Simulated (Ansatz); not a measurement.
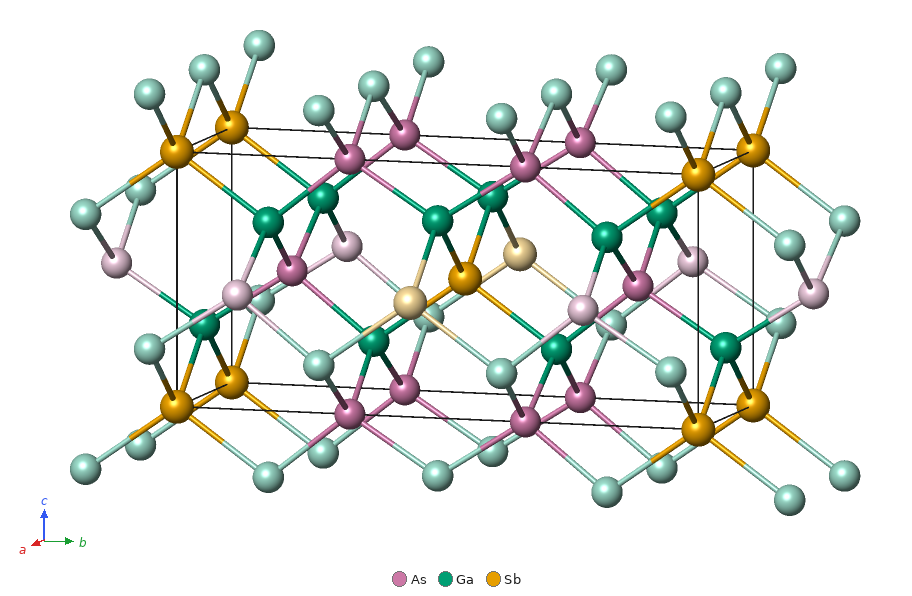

Ball-and-stick drawing of the structure, looking slightly off an axis. The frame is the conventional unit cell; atoms at its boundary are shown with their periodic copies. Bonds that leave the box are completed with the atoms at their other ends, in fainter colours.

Ga₃SbAs₂, space group Imm2 (No. 44), a = 4.122 Å, b = 12.349 Å, c = 5.815 Å, α = 90.00°, β = 90.00°, γ = 90.00°. The structure comes from a structure type filled with these elements by a generator (whether the compound takes this form wasn't checked). Earlier steps of the study may have refined or changed the cell and positions. A calculation with Ansatz used it as input.

This one geometry was computed with Ansatz (DFT, plane waves, PAW) at three levels of theory: HSE06, PBE and r2SCAN. It was relaxed beforehand with r2SCAN.

Which level gives the highest pressure at this volume, and what does that say about its equilibrium volume?

Answer. Highest: PBE (2.4 GPa), which points to the largest equilibrium volume. Lowest, with the smallest volume: HSE06 (0.4 GPa) and r2SCAN (0.0 GPa). Levels within 0.5 GPa of each other can't be told apart.

How does the band gap change with the level of theory?

Answer. PBE: a gap of 0.07 eV, direct; r2SCAN: a gap of 0.51 eV, direct; HSE06: a gap of 0.90 eV, direct.

Collect the results in a table.

Answer.
| level | cutoff (eV) | k-mesh of the run's cell | gap (eV) | pressure (GPa) |
| --- | --- | --- | --- | --- |
| HSE06 | 420 | 4×4×4 | 0.90 | 0.4 |
| PBE | 420 | 8×8×8 | 0.07 | 2.4 |
| r2SCAN | 500 | 8×8×8 | 0.51 | 0.0 |

Gaps are taken on the k-mesh or band path of each run.
